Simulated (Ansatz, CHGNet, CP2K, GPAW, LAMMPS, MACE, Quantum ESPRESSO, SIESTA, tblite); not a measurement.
## Glassy 67P2O5-33MgO (mol %) (80 atoms): runs against a plane-wave reference

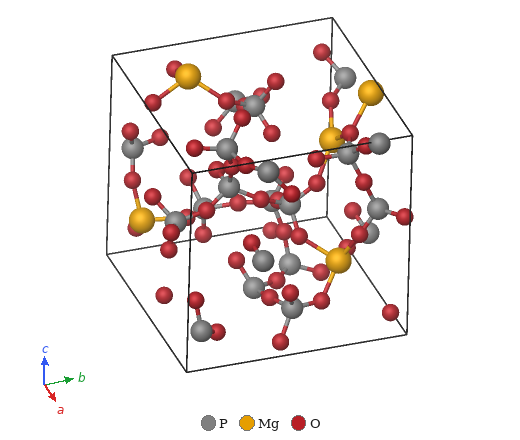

The cell (phosphorus grey, magnesium orange, oxygen red). Bonds to atoms that aren't drawn are left out.

Density of this cell: 2.32 g/cm³. The cell holds 80 atoms: 20 P, 5 Mg and 55 O. Its edges and angles: a = 10.514 Å, b = 10.514 Å, c = 10.514 Å, α = 90.0°, β = 90.0°, γ = 90.0°. 80 atoms (20 P, 5 Mg, 55 O) placed at random at 2.32 g/cm³, melted at 4000 K for 10 ps at fixed volume with the Morse and Coulomb pair potential with partial charges (Pedone, Malavasi, Menziani, Cormack and Segre, J. Phys. Chem. B 110, 11780 (2006)). Quenched from 4000 K to 300 K at 25 K/ps and fixed volume, held 5 ps.

Geometry: as built.

The reference, a calculation:

| Quantity | Value |
| --- | --- |
| method | Kohn-Sham DFT, PBE, SSSP efficiency 1.3.0 pseudopotentials, plane waves (Quantum ESPRESSO 7.5); sssp-pbe-1.3.0-efficiency, cutoffs 60/480 Ry, Γ point |
| r.m.s. force component | 1.479 eV/Å |
| longest force | 6.598 eV/Å |
| pressure | 2.264 GPa |
| gap (highest filled to lowest empty level) | 1.154 eV |
| time | 2 min on 4 MPI ranks of Arm Neoverse V2, shared host |
| CPU time | 7.8 min |

Q: Estimate the differences from the reference, the CPU time and the memory of each run.
- MACE MP-0b2 small potential (MACE MP-0b2 small; 1 thread)
- GPAW PBE, LCAO dzp, h 0.28 Å (GPAW 26.7.0; 1 thread)
- CP2K PBE, DZVP-MOLOPT-SR, 1200/50 Ry, OT DIIS (CP2K 2026.2; 1 thread)
- GPAW PBE, LCAO dzp, h 0.18 Å (GPAW 26.7.0; 1 thread)
- tblite GFN1-xTB (tblite 0.8.0; 1 thread)
- GPAW PBE, LCAO sz(dzp), h 0.18 Å (GPAW 26.7.0; 1 thread)
- CP2K PBE, DZVP-MOLOPT-SR, 1200/50 Ry, TC2 filter 1e-04, SCF 1e-05 (CP2K 2026.2; 1 thread)
- SIESTA RPBE, PBE potentials, DZP, shift 0.01 Ry, mesh 500 Ry (SIESTA 5.4.2; 2 MPI ranks)
- CP2K PBE, DZVP-MOLOPT-SR, 420/50 Ry, OT DIIS (CP2K 2026.2; 2 threads)
- QE PBE, sssp-1.3.0-efficiency, 30/240 Ry (Quantum ESPRESSO 7.5; 2 MPI ranks)

Differences are against the plane-wave reference, forces as r.m.s. over components; share is that over the reference's r.m.s. force, slope the least-squares factor from reference forces to these. Total energies of different programs have different zeros and aren't compared.

```tsv
run	Δ force, r.m.s. (meV/Å)	share (%)	slope	Δ pressure (GPa)	Δ gap (eV)	cores	CPU time	memory (GiB)
reference	-	-	-	-	-	4	7.8 min	3.5
MACE MP-0b2 small potential	347	23.5	0.865	-1.27	-	1	6 s	0.66
GPAW PBE, LCAO dzp, h 0.28 Å (coarse)	2135	144	1.050	-	-0.370	1	37 s	0.47
CP2K PBE, DZVP-MOLOPT-SR, 1200/50 Ry, OT DIIS	237	16.0	1.068	0.761	-0.564	1	8 min	3.8
GPAW PBE, LCAO dzp, h 0.18 Å	492	33.3	1.102	-	-0.422	1	81 s	1.4
tblite GFN1-xTB	492	33.3	0.993	0.395	-	1	3.7 s	0.11
GPAW PBE, LCAO sz(dzp), h 0.18 Å (coarse)	3207	217	1.050	-	-0.948	1	58 s	1.1
CP2K PBE, DZVP-MOLOPT-SR, 1200/50 Ry, TC2 filter 1e-04, SCF 1e-05 (coarse)	411	27.8	1.138	1.30	-	1	2.8 min	3.8
SIESTA RPBE, PBE potentials, DZP, shift 0.01 Ry, mesh 500 Ry	286	19.4	1.111	3.28	-0.483	2	3.1 min	1.6
CP2K PBE, DZVP-MOLOPT-SR, 420/50 Ry, OT DIIS (coarse)	454	30.7	1.070	0.697	-0.571	2	4.5 min	1.1
QE PBE, sssp-1.3.0-efficiency, 30/240 Ry (coarse)	53.1	3.59	0.994	-33.7	-0.0664	2	3 min	1.2
```

Rows marked coarse were listed beforehand as settings not expected to be converged; some can still land near the reference.

Times of the machine-learned potentials are mostly Python's start and the loading of weights.

CPU time is summed over cores on a shared host, where runs went side by side, so it is rough. Symmetry, cutoffs, thresholds, outputs and thread counts weren't matched or tuned between programs; memory under MPI is the largest rank's times the ranks.

The PBE runs in local orbitals, coarse settings apart, differ by 16 % (CP2K PBE, DZVP-MOLOPT-SR, 1200/50 Ry, OT DIIS) to 33 % (GPAW PBE, LCAO dzp, h 0.18 Å); basis, grid and potentials can all enter. Tight binding differs by 33 % (tblite GFN1-xTB); it is another model, with fitted parameters of its own, and the xTB methods hold dispersion. Machine-learned potentials differ by 23 % (MACE MP-0b2 small potential); they were trained on other programs' data. Rows with another functional or a dispersion term differ by 19 % (SIESTA RPBE, PBE potentials, DZP, shift 0.01 Ry, mesh 500 Ry), which mixes the change of model with differences of basis and potentials, some of them made for another functional. Periodic xTB results under one method name differ between programs and library versions. Machine-learned potentials mimic data converged in k, so the reference's own k-point error enters their differences. The network of bonds at the start is that of the classical potential that made the cell, and needn't be the one that DFT or experiment would give. The electronic-structure runs sample only Γ, in a cell whose shortest periodic width is 11 Å.

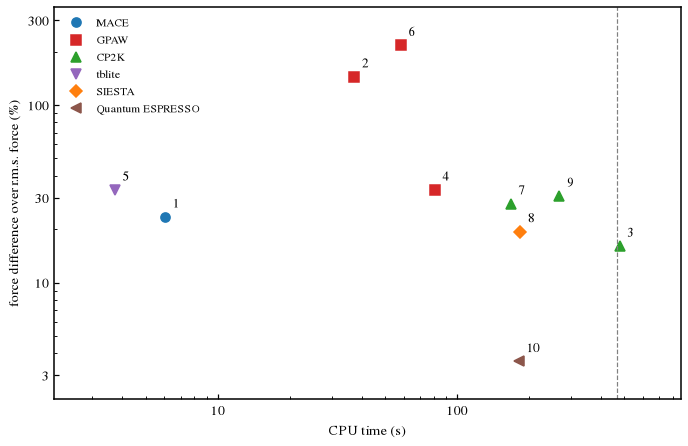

Force difference against CPU time; the dashed line marks the reference's time. Points: 1 MACE MP-0b2 small potential; 2 GPAW PBE, LCAO dzp, h 0.28 Å; 3 CP2K PBE, DZVP-MOLOPT-SR, 1200/50 Ry, OT DIIS; 4 GPAW PBE, LCAO dzp, h 0.18 Å; 5 tblite GFN1-xTB; 6 GPAW PBE, LCAO sz(dzp), h 0.18 Å; 7 CP2K PBE, DZVP-MOLOPT-SR, 1200/50 Ry, TC2 filter 1e-04, SCF 1e-05; 8 SIESTA RPBE, PBE potentials, DZP, shift 0.01 Ry, mesh 500 Ry; 9 CP2K PBE, DZVP-MOLOPT-SR, 420/50 Ry, OT DIIS; 10 QE PBE, sssp-1.3.0-efficiency, 30/240 Ry.

[Logs are printed without paths, hosts, clocks, repeated set-up lines and the standing remarks that a program may print on its own settings, such as how far it seeks lower states.]

[Hosts, paths, dates, database ids (printed as entryN), source tags and the programs' standing remarks are cut or masked in the printed files.]
